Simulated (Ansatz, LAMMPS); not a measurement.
**Structural relaxation of amorphous Hg33S25Se8 (66 atoms)**

Aim: bring amorphous Hg33S25Se8 (66 atoms) to a nearby minimum of the energy and see what moves.

Method: Kohn-Sham DFT, PBEsol, PAW (set soft_2), plane waves, in Ansatz 0.2.0.

## (1) The structure

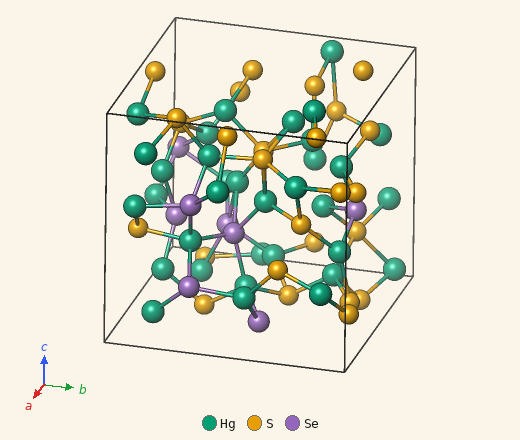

Start, viewed slightly off an axis; mercury teal, sulfur orange, selenium purple. Bonds to atoms that aren't drawn are left out. Some periodic images of atoms are drawn too.

The cell holds 66 atoms: 33 Hg, 25 S and 8 Se. Its edges and angles: a = 12.034 Å, b = 12.034 Å, c = 12.034 Å, α = 90.0°, β = 90.0°, γ = 90.0°. 66 atoms (33 Hg, 25 S, 8 Se) placed at random at 7.67 g/cm³, melted at 2500 K for 10 ps at fixed volume with the Stillinger-Weber II-VI potential (Zhou et al., Phys. Rev. B 88, 085309 (2013)). Quenched from 2500 K to 500 K at 1000 K/ps and fixed volume, held 5 ps, then minimised at fixed cell.

Before any run, some limits are plain. The quench rate of 1000 K/ps is many orders above laboratory rates, so the cell is likely richer in defects and strain than a real sample. The starting topology of bonds comes from the classical model. The Brillouin zone is sampled at Γ only, in a cell whose shortest periodic width is 12 Å. Spin–orbit coupling is left out, which matters for the levels of the heavy elements.

## (2) Single point at the start

A single point comes first, to see the forces before anything moves.

Input file input.yaml:

```yaml
crystal:
  lattice:
    - [12.034, 0.0, 0.0]
    - [0.0, 12.034, 0.0]
    - [0.0, 0.0, 12.034]
  atoms:
    - { symbol: Hg, position: [0.70128, 0.34283, 0.73506] }
    - { symbol: Hg, position: [0.22436, 0.20238, 0.61607] }
    - { symbol: Hg, position: [0.08938, 0.61161, 0.50047] }
    - { symbol: Hg, position: [0.27212, 0.49503, 0.13876] }
    [... 56 atom lines left out ...]
    - { symbol: Se, position: [0.56547, 0.41131, 0.34955] }
    - { symbol: Se, position: [0.29778, 0.31063, 0.26418] }
    - { symbol: Se, position: [0.92854, 0.32956, 0.25531] }
    - { symbol: Se, position: [0.76187, 0.57475, 0.06651] }
    - { symbol: Se, position: [0.10128, 0.0475, 0.48426] }
    - { symbol: Se, position: [0.44034, 0.88158, 0.4592] }
kpoints:
  mp_grid: { grid: [1, 1, 1] }
hamiltonian:
  xc: pbesol
scf:
  occupations: { method: gaussian, width: 0.025 }
output:
  forces: true
  stress: true
  populations: true
  dos:
    method: { smearing: { sigma: 0.08 } }
    de: 0.1
    projected: { site_lists: { Hg: [Hg], S: [S], Se: [Se] } }
  eigenvalues: true
```

Started as:

```sh
> ansatz run input.yaml --threads 4 --pin off --max-ram 8192MiB --backend cpu --events-out ev --progress --plain --runs-dir out
```

Run time: 48 s. Hardware: 4 threads of Arm Neoverse V2, shared host; peak memory 2.7 GiB; 3 min of CPU time.

Read from the output:

```yaml
free_energy: -516545.8938 eV
free_energy_per_atom: -7826.4529 eV/atom
scf_cycles: 16
pressure: -3.258 GPa
r_m_s_force_component: 0.378 eV/Å
longest_force: 1.674 eV/Å
fermi_energy: 8.27 eV
levels_partly_filled_by_over_2_per_cent: 2
spilling_of_the_projection: 0.007606
```

The r.m.s. force component of 0.38 eV/Å and the pressure of -3.3 GPa set the starting point.

Length of the force by element:

```
element  coordination  atoms  mean length of the force (eV/Å)  spread  least   most
     Hg           all     33                            0.496   0.173  0.193  0.948
      S           all     25                            0.738   0.372  0.192   1.67
     Se           all      8                            0.409   0.309  0.121  0.948
```

## (3) Relaxation

With the cell held, the atoms are moved downhill towards a nearby minimum.

input.yaml, the sections that differ from step 2:

```yaml
output:
  forces: true
relax:
  f_tol: 0.03
  max_steps: 96
# crystal, kpoints, hamiltonian, scf: as in step 2
```

Run time: 19 min. Hardware: 4 threads; peak memory 2.7 GiB.

Step by step (22 of 60):

```
step  energy less that of the first step (eV)  largest force component (eV/Å)
   1                                   0.0000                          1.3274
   4                                  -7.0727                          0.8155
   7                                 -10.4182                          0.6128
   9                                 -12.2133                          3.0515
  12                                 -13.9334                          0.2735
  15                                 -14.7469                          0.1731
  18                                 -15.5234                          0.2229
  21                                 -16.1627                          0.1368
  23                                 -16.4552                          0.2969
  26                                 -16.7233                          0.3914
  29                                 -16.9083                          0.0974
  32                                 -16.9399                          0.2070
  35                                 -17.0090                          0.1467
  38                                 -17.0840                          0.1980
  40                                 -17.2227                          0.1047
  43                                 -17.2740                          0.3811
  46                                 -17.5310                          0.1721
  49                                 -17.6717                          0.1658
  52                                 -17.7752                          0.2758
  54                                 -17.8131                          0.2062
  57                                 -17.8449                          0.1026
  60                                 -17.8503                          0.0187
```

Relaxation steps 32, 43, 58 were tried and not accepted.

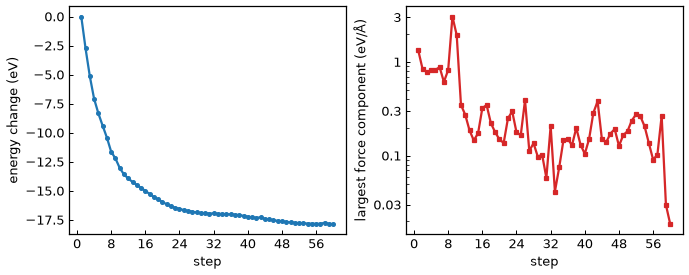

Energy and largest force along the relaxation.

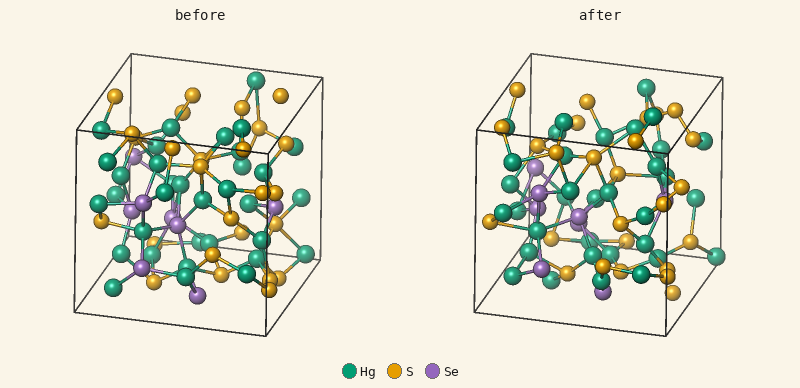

The structure before and after the relaxation, drawn at the same scale. Bonds to atoms that aren't drawn are left out.

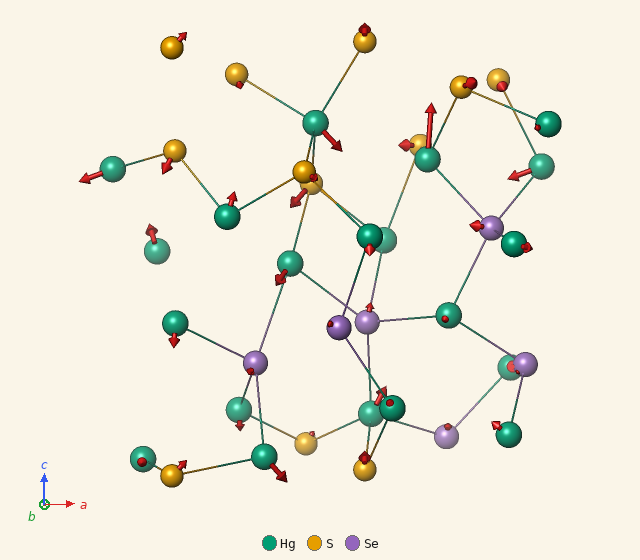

Displacements in the relaxation, scaled; the longest in the cell stands for 2.93 Å. Drawn is a slice 6 Å thick, seen along the normal of the ac plane. Bonds to atoms that aren't drawn are left out.

The atoms that moved most (Å):

```
atom      dx      dy      dz  length
 Hg1   0.234   0.404   2.892   2.929
Hg15   0.379  -2.150   0.811   2.329
Hg26   0.060   1.176  -1.594   1.982
Hg11  -0.584   0.867   1.647   1.951
 S40   0.559  -1.725   0.412   1.859
Hg10   1.240  -0.061  -1.333   1.821
 S36  -0.958   0.778  -1.224   1.738
Hg19  -1.546  -0.089  -0.554   1.645
```

The relaxation changed the energy by -270 meV/atom, and atoms moved by 1.1 Å r.m.s., 2.9 Å at most.

## (4) Distances and neighbours after relaxation

Density 7.67 g/cm³, 26.41 Å³ an atom.

g(r), total and by pair (bins of 0.2 Å):

```
r (Å)  total  Hg-Hg  Hg-S  Hg-Se   S-S  S-Se  Se-Se
 2.00   0.22   0.00  0.00   0.00  1.54  0.00   0.00
 2.20   0.00   0.00  0.00   0.00  0.00  0.00   0.00
 2.40   2.37   0.00  5.54   2.16  0.00  0.00   0.00
 2.60   1.08   0.37  1.37   3.88  0.00  0.00   0.00
 2.80   1.11   0.17  1.85   3.06  0.00  0.00   0.00
 3.00   0.64   0.15  1.21   0.88  0.23  0.00   0.00
 3.20   0.77   0.74  1.06   0.79  0.64  0.00   0.00
 3.40   0.63   0.76  0.58   0.45  0.38  0.58   3.92
 3.60   1.37   2.26  0.78   0.61  2.23  1.30   0.00
 3.80   1.45   2.21  0.70   1.45  1.67  2.14   1.52
 4.00   1.47   1.58  1.00   0.99  2.35  2.60   0.00
 4.20   0.97   1.67  0.66   0.14  1.12  0.79   3.70
 4.40   1.00   0.72  0.99   0.69  1.03  1.79   3.35
 4.60   1.08   1.02  0.95   1.00  1.77  0.65   2.02
 4.80   1.03   0.93  0.72   0.68  1.46  1.94   3.76
 5.00   0.60   0.82  0.47   0.52  0.53  0.84   0.00
 5.20   0.92   0.61  1.09   1.36  0.99  0.50   0.00
 5.40   0.88   0.65  1.07   1.07  0.68  0.71   1.53
 5.60   0.95   0.77  1.23   1.09  0.78  0.45   0.00
 5.80   1.00   1.21  1.23   1.02  0.60  0.20   0.00
```

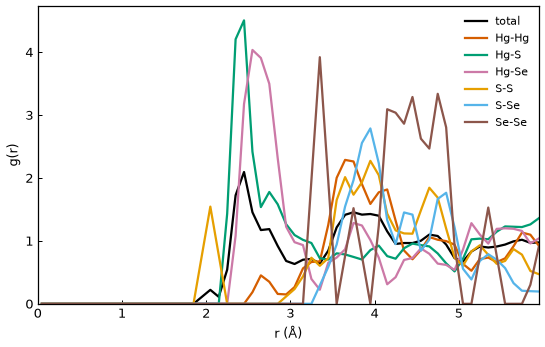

Pair distribution functions, lightly smoothed.

## (5) Single point at the relaxed geometry

One more single point at the end of the walk gives the fuller output and checks the residual forces.

Input file input.yaml:

```yaml
crystal:
  lattice:
    - [12.034, 0.0, 0.0]
    - [0.0, 12.034, 0.0]
    - [0.0, 0.0, 12.034]
  atoms:
    - { symbol: Hg, position: [0.72071, 0.37644, 0.97535] }
    - { symbol: Hg, position: [0.24821, 0.21006, 0.69604] }
    - { symbol: Hg, position: [0.06667, 0.70207, 0.59521] }
    - { symbol: Hg, position: [0.27632, 0.50321, 0.07998] }
    [... 56 atom lines left out ...]
    - { symbol: Se, position: [0.57556, 0.421, 0.40179] }
    - { symbol: Se, position: [0.28375, 0.33805, 0.23489] }
    - { symbol: Se, position: [0.9173, 0.32527, 0.24499] }
    - { symbol: Se, position: [0.76841, 0.60467, 0.09624] }
    - { symbol: Se, position: [0.13686, 0.06784, 0.44106] }
    - { symbol: Se, position: [0.46139, 0.83569, 0.49663] }
kpoints:
  mp_grid: { grid: [1, 1, 1] }
hamiltonian:
  xc: pbesol
scf:
  occupations: { method: gaussian, width: 0.025 }
output:
  forces: true
  stress: true
  populations: true
  dos:
    method: { smearing: { sigma: 0.08 } }
    de: 0.1
    projected: { site_lists: { Hg: [Hg], S: [S], Se: [Se] } }
  eigenvalues: true
  write_density: true
  write_potential: true
  volumetric_format: npy
```

Elapsed: 45 s, on 4 threads; peak memory 2.7 GiB.

Read from the output:

- free energy: -516563.7441 eV
- free energy per atom: -7826.7234 eV/atom
- SCF cycles: 10
- pressure: 0.3886 GPa
- r.m.s. force component: 0.00575 eV/Å
- longest force: 0.02385 eV/Å
- Fermi energy: 8.569 eV
- gap (highest filled to lowest empty level): 0.8101 eV
- spilling of the projection: 0.007707

States in the cell by windows of 1 eV, zero at the Fermi level; the larger projections on atomic orbitals stand beside the total:

```
from (eV)  to (eV)  total   Hg d   S p  Hg s  Se p   S s
      -18      -17    0.0    0.0   0.0   0.0   0.0   0.0
      -17      -16    2.0    0.0   0.3   0.0   0.0   1.7
      -16      -15    2.0    0.0   0.2   0.1   0.0   1.7
      -15      -14    2.2    0.2   0.0   0.4   0.0   1.4
      -14      -13   40.8    3.2   0.7   3.6   0.1  24.5
      -13      -12   15.0    0.9   0.1   0.5   0.1   8.4
      -12      -11    2.0    0.1   0.2   0.1   0.0   1.6
      -11      -10    2.0    0.1   0.3   0.1   0.0   1.5
      -10       -9    0.0    0.0   0.0   0.0   0.0   0.0
       -9       -8   29.4   22.0   4.7   1.3   0.5   0.6
       -8       -7  156.6  140.0   9.0   2.6   3.0   1.3
       -7       -6  144.6  136.0   3.5   1.9   1.2   1.3
       -6       -5   30.9    8.5   9.3   9.3   2.0   1.1
       -5       -4   32.9    5.5  12.2   9.9   3.3   1.1
       -4       -3   34.3    3.0  20.4   3.8   5.0   0.7
       -3       -2   40.9    3.0  25.0   2.1   8.4   0.5
       -2       -1   47.4    3.5  28.0   1.9  11.5   0.3
       -1        0   11.0    0.8   5.3   0.8   3.5   0.1
        0        1    9.3    0.4   2.9   3.2   1.0   0.4
        1        2   32.5    0.9   9.5  11.0   3.2   0.9
        2        3   33.1    0.7   9.2   8.2   2.6   0.5
        3        4   26.6    0.2   2.3   1.7   0.6   0.1
        4        5   33.3    0.1   1.6   1.1   0.5   0.1
```

The curve was stored every 0.100 eV, coarse against its broadening of 0.08 eV, so these counts are rough.

About 344 of the 938 electrons lie in deeper levels, below the stored range.

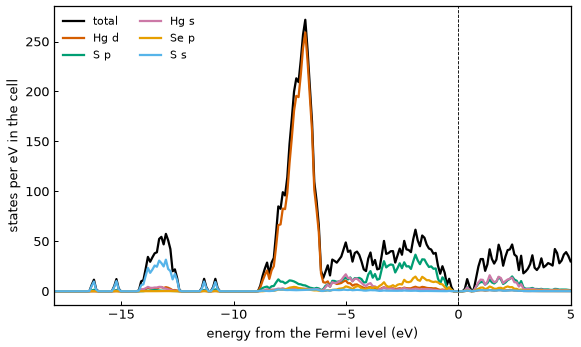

Total and projected density of states, with the broadening of the input.

The levels nearest the highest filled one (over half full), pooled over k-points and spins:

```
level less the highest filled one (eV)  occupation
                                -0.562           2
                                -0.495           2
                                -0.361           2
                                -0.285           2
                                -0.212           2
                                     0           2
                                 0.810           0
                                  1.21           0
                                  1.33           0
                                  1.36           0
                                  1.45           0
                                  1.49           0
```

## (6) Summary of results

```yaml
energy_change_in_the_relaxation: -270.5 meV/atom
r_m_s_displacement: 1.143 Å
largest_displacement: 2.929 Å
free_energy_per_atom: -7826.7234 eV/atom
pressure: 0.3886 GPa
r_m_s_force_component: 0.00575 eV/Å
spacing_of_highest_filled_and_lowest_empty_level: 0.8101 eV
wall_time_of_the_3_dft_runs: 21 min
```

What this shows: Relaxation lowers the energy by 270 meV/atom and moves atoms by 1.1 Å r.m.s.; the r.m.s. force component goes from 0.38 to 0.0057 eV/Å, the pressure goes from -3.3 to 0.39 GPa. First to last step the energy falls by 17.850 eV; the largest move, 2.93 Å, is that of Hg1. The highest filled and lowest empty levels differ by 0.810 eV (at Γ alone); a semilocal functional tends to put such gaps too low. In a disordered cell it changes from sample to sample, and tail or defect levels can set it.

What to keep in mind: The network of bonds at the start is that of the classical potential that made the cell; in DFT atoms moved by 1.1 Å r.m.s.

[Logs are printed without paths, hosts, clocks, repeated set-up lines and the standing remarks that a program may print on its own settings, such as how far it seeks lower states.]

[Hosts, paths, dates, database ids (printed as entryN), source tags and the programs' standing remarks are cut or masked in the printed files.]
